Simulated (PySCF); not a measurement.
# SnHClOF2 (SMILES [OH][Sn]([F])([F])[Cl]) at 3 levels

We compute a comparison of 3 runs (HF/3-21G, PBE0/def2-SVP, B3LYP/def2-SVPD) of SnHClOF2. Input form: a Python script.

Program for the calculation: PySCF 2.14.0.

## Step 1: The system as given

The species is SnHClOF2 (6 atoms), meant as a singlet with charge 0. As SMILES, `[OH][Sn]([F])([F])[Cl]`. The shape is that of a PBE0-D4/def2-TZVP optimisation. This is one conformer, not always the lowest.

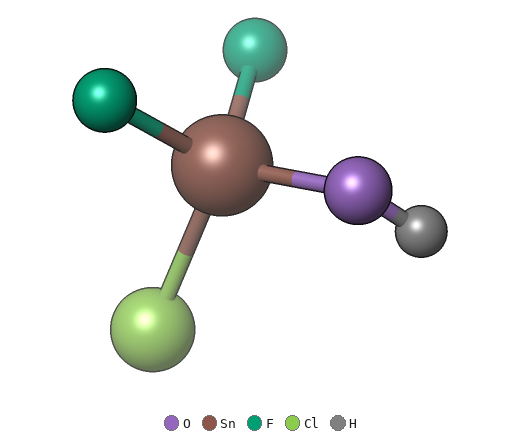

Viewed from a chosen angle; oxygen purple, tin brown, fluorine teal, chlorine green, hydrogen grey.

## Step 2: Energy and gradient at HF/3-21G (run 1)

Contents of start.xyz:

```xyz
6

O     -0.464000     0.283900     1.476300
Sn     0.252400    -0.175700    -0.247500
F      1.982500    -0.856500     0.056700
F     -0.743300    -1.587100    -1.019700
Cl     0.329400     1.540600    -1.744400
H     -1.315000     0.730600     1.432500
```

Contents of input.py:

```python
# [OH][Sn]([F])([F])[Cl]
from pyscf import gto

mol = gto.Mole()
mol.atom = 'start.xyz'
mol.verbose = 4
mol.max_memory = 1860
mol.basis = '3-21g'
mol.build()

myscf = mol.RHF()
myscf.conv_tol = 1e-10
myscf.kernel()
if not myscf.converged:
    myscf = myscf.newton().run(myscf.mo_coeff, myscf.mo_occ)

e_final = myscf.e_tot
print(f'total energy: {e_final:.8f} hartree')
grad = myscf.nuc_grad_method().kernel()
myscf.analyze()
```

Started as:

```
$ OMP_NUM_THREADS=1 python input.py
```

The log of the run:

```text
PySCF version 2.14.0

[... 78 lines left out ...]
Nuclear Repulsion Energy =             686.637865129097463
[... 8 lines left out ...]
MO #3   energy= -145.507578327609  occ= 2
[... 6 lines left out ...]
MO #10  energy= -27.0404316439422  occ= 2
[... 6 lines left out ...]
MO #17  energy= -19.2080679849902  occ= 2
[... 6 lines left out ...]
MO #24  energy= -4.06429138684046  occ= 2
[... 6 lines left out ...]
MO #31  energy= -1.54239796460263  occ= 2
[... 6 lines left out ...]
MO #38  energy= -0.634678689874859 occ= 2
[... 6 lines left out ...]
MO #45  energy= -0.522390254160863 occ= 2
[... 6 lines left out ...]
MO #52  energy= 0.274049435323832  occ= 0
[... 6 lines left out ...]
MO #59  energy= 0.807506784874517  occ= 0
[... 6 lines left out ...]
MO #66  energy= 2.24266301508794   occ= 0
[... 6 lines left out ...]
MO #73  energy= 3.68982087854714   occ= 0
[... 43 lines left out ...]
pop of  2 F 2s            1.87947
pop of  2 F 3s            0.00274
pop of  2 F 2px           1.76840
pop of  2 F 2py           1.91745
pop of  2 F 2pz           1.93950
pop of  2 F 3px           0.00219
pop of  2 F 3py           0.00103
pop of  2 F 3pz           0.00083
pop of  3 F 1s            1.99991
pop of  3 F 2s            1.88291
pop of  3 F 3s            0.00299
pop of  3 F 2px           1.88951
pop of  3 F 2py           1.82561
pop of  3 F 2pz           1.91477
pop of  3 F 3px           0.00129
pop of  3 F 3py           0.00186
pop of  3 F 3pz           0.00111
pop of  4 Cl 1s           1.99999
pop of  4 Cl 2s           1.99973
pop of  4 Cl 3s           1.88046
pop of  4 Cl 4s           0.00595
pop of  4 Cl 2px          1.99995
pop of  4 Cl 2py          1.99991
pop of  4 Cl 2pz          1.99992
pop of  4 Cl 3px          1.94657
pop of  4 Cl 3py          1.74507
pop of  4 Cl 3pz          1.79176
pop of  4 Cl 4px          0.00116
pop of  4 Cl 4py          0.00137
pop of  4 Cl 4pz          0.00155
pop of  5 H 1s            0.68643
pop of  5 H 2s            0.01080
 ** Mulliken atomic charges  **
charge of    0O =     -0.69850
charge of    1Sn =      1.80062
charge of    2F =     -0.51153
charge of    3F =     -0.51997
charge of    4Cl =     -0.37339
charge of    5H =      0.30277
Dipole moment(X, Y, Z, Debye): -2.25346,  1.34156,  0.81111
```

Run time: 8.7 s. Hardware: 1 thread of Intel Xeon at 2.70GHz, shared host; peak memory 0.15 GiB.

## Step 3: Energy and gradient at PBE0/def2-SVP (core potential) (run 2)

Contents of input.py:

```python
import pyscf.grad
from pyscf import gto, dft

mol = gto.Mole()
mol.atom = '''
O     -0.876833     0.536493     2.789803
Sn     0.476967    -0.332025    -0.467707
F      3.746382    -1.618550     0.107147
F     -1.404633    -2.999184    -1.926954
Cl     0.622476     2.911312    -3.296438
H     -2.484990     1.380634     2.707033
'''
mol.basis = 'def2-svp'
mol.ecp = {'Sn': 'def2-svp'}
mol.max_memory = 1860
mol.charge = 0
mol.unit = 'bohr'
mol.verbose = 4
mol.spin = 0
mol.build()

mf = dft.RKS(mol)
mf.xc = 'pbe0'
mf.grids.level = 5
mf.conv_tol = 1e-10
mf.kernel()
if not mf.converged:
    mf = mf.newton().run(mf.mo_coeff, mf.mo_occ)

e_final = mf.e_tot
print(f'total energy: {e_final:.8f} hartree')
grad = mf.Gradients().kernel()
mf.analyze()
```

Started as:

```
$ OMP_NUM_THREADS=1 python input.py
```

The log of the run:

```text
PySCF version 2.14.0

[... 101 lines left out ...]
MO #1   energy= -101.711686091912  occ= 2
[... 8 lines left out ...]
MO #10  energy= -3.5710016261755   occ= 2
[... 8 lines left out ...]
MO #19  energy= -1.08773065049431  occ= 2
[... 8 lines left out ...]
MO #28  energy= -0.420327364227782 occ= 2
[... 8 lines left out ...]
MO #37  energy= 0.0460461035088025 occ= 0
[... 8 lines left out ...]
MO #46  energy= 0.51797038647941   occ= 0
[... 8 lines left out ...]
MO #55  energy= 0.924492838634277  occ= 0
[... 8 lines left out ...]
MO #64  energy= 1.28724834906927   occ= 0
[... 8 lines left out ...]
MO #73  energy= 2.63585737761611   occ= 0
[... 8 lines left out ...]
MO #82  energy= 3.12130422808077   occ= 0
[... 8 lines left out ...]
MO #91  energy= 51.9498339811994   occ= 0
[... 61 lines left out ...]
pop of  3 F 2pz           1.93845
pop of  3 F 3px           0.01402
pop of  3 F 3py           0.01178
pop of  3 F 3pz           0.01001
pop of  3 F 3dxy          0.00182
pop of  3 F 3dyz          0.00121
pop of  3 F 3dz^2         0.00120
pop of  3 F 3dxz          0.00096
pop of  3 F 3dx2-y2       0.00173
pop of  4 Cl 1s           2.00000
pop of  4 Cl 2s           1.99985
pop of  4 Cl 3s           1.97181
pop of  4 Cl 4s           0.01014
pop of  4 Cl 2px          1.99995
pop of  4 Cl 2py          1.99992
pop of  4 Cl 2pz          1.99993
pop of  4 Cl 3px          1.96985
pop of  4 Cl 3py          1.78574
pop of  4 Cl 3pz          1.83141
pop of  4 Cl 4px          0.00304
pop of  4 Cl 4py          0.00749
pop of  4 Cl 4pz          0.00688
pop of  4 Cl 3dxy         0.00314
pop of  4 Cl 3dyz         0.01260
pop of  4 Cl 3dz^2        0.00571
pop of  4 Cl 3dxz         0.00174
pop of  4 Cl 3dx2-y2      0.00617
pop of  5 H 1s            0.64697
pop of  5 H 2s            0.01927
pop of  5 H 2px           0.00191
pop of  5 H 2py           0.00200
pop of  5 H 2pz           0.00249
 ** Mulliken atomic charges  **
charge of    0O =     -1.00620
charge of    1Sn =      2.77416
charge of    2F =     -0.73863
charge of    3F =     -0.74133
charge of    4Cl =     -0.61536
charge of    5H =      0.32736
Dipole moment(X, Y, Z, Debye): -1.84649,  1.97017,  0.37356
```

It took 62 s on 1 thread of Intel Xeon at 2.70GHz, shared host; peak memory 0.89 GiB.

## Step 4: Energy and forces at B3LYP/def2-SVPD (core potential) (run 3)

Contents of job.py:

```python
from pyscf import gto, dft

molecule = gto.M(
    atom='''
O     -0.876833     0.536493     2.789803
Sn     0.476967    -0.332025    -0.467707
F      3.746382    -1.618550     0.107147
F     -1.404633    -2.999184    -1.926954
Cl     0.622476     2.911312    -3.296438
H     -2.484990     1.380634     2.707033
''',
    basis='def2-svpd',
    verbose=3,
    unit='bohr',
    max_memory=1860,
    ecp={'Sn': 'def2-svp'},
)

ks = dft.RKS(molecule, xc='b3lyp')
ks.conv_tol = 1e-10
ks.grids.level = 5
ks.kernel()
if not ks.converged:
    ks = ks.newton().run(ks.mo_coeff, ks.mo_occ)

e_tot = ks.e_tot
print('E(%s) = %.9f' % ('B3LYP', e_tot))
grad = ks.nuc_grad_method().kernel()
ks.analyze()
```

Started as:

```
$ OMP_NUM_THREADS=1 python job.py
```

The log of the run:

```text
converged SCF energy = -949.866442331463
[... 14 lines left out ...]
MO #4   energy= -19.1960520733586  occ= 2
[... 11 lines left out ...]
MO #16  energy= -1.12761321425868  occ= 2
[... 11 lines left out ...]
MO #28  energy= -0.425210152513446 occ= 2
[... 11 lines left out ...]
MO #40  energy= 0.0684695683615897 occ= 0
[... 11 lines left out ...]
MO #52  energy= 0.184107084787949  occ= 0
[... 11 lines left out ...]
MO #64  energy= 0.322653502853469  occ= 0
[... 11 lines left out ...]
MO #76  energy= 0.551040437051834  occ= 0
[... 11 lines left out ...]
MO #88  energy= 0.800899343898631  occ= 0
[... 11 lines left out ...]
MO #100 energy= 1.10643618647804   occ= 0
[... 11 lines left out ...]
MO #112 energy= 1.82984499175437   occ= 0
[... 11 lines left out ...]
MO #124 energy= 3.32647518276437   occ= 0
[... 11 lines left out ...]
MO #136 energy= 52.2887997049799   occ= 0
[... 7 lines left out ...]
Dipole moment(X, Y, Z, Debye): -1.70557,  2.02715,  0.29775
```

Wall time 93 s (1 thread of Intel Xeon at 2.70GHz, shared host); peak memory 1.5 GiB.

## Step 5: The series

| run | level | core potential | integration grid | energy (Eh) | dipole moment (D) | HOMO energy (eV) | LUMO energy (eV) | wall time |
| --- | --- | --- | --- | --- | --- | --- | --- | --- |
| 1 | HF/3-21G | – | – | -6726.558915 | 2.75 | -13.69 | 1.12 | 8.7 s |
| 2 | PBE0/def2-SVP (core potential) | def2-svp | 5 | -949.327281 | 2.73 | -9.89 | -2.71 | 62 s |
| 3 | B3LYP/def2-SVPD (core potential) | def2-svp | 5 | -949.866442 | 2.67 | -9.93 | -3.44 | 93 s |

## Step 6: Outcome

| quantity | value |
| --- | --- |
| run 3: total energy | -949.86644 Eh |
| run 3: dipole moment | 2.67 D |
| run 3: HOMO energy | -9.93 eV |
| run 3: LUMO energy | -3.44 eV |
| run 3: HOMO–LUMO gap | 6.49 eV |
| run 3: largest force on an atom | 1.234 eV/Å |

In words: The dipole moment (its size) runs from 2.67 D (B3LYP/def2-SVPD) to 2.75 D (HF/3-21G). The two ends differ in method and basis and core potential. The HOMO–LUMO gap runs from 6.49 eV (B3LYP/def2-SVPD) to 14.81 eV (HF/3-21G). Totals of different functionals can't be ranked against each other. Some runs of one species differ in core potentials or relativity; totals across that change don't compare. In run 1 relativity is left out where basis or elements ask for it. All runs together took 2.7 min, the longest 93 s.
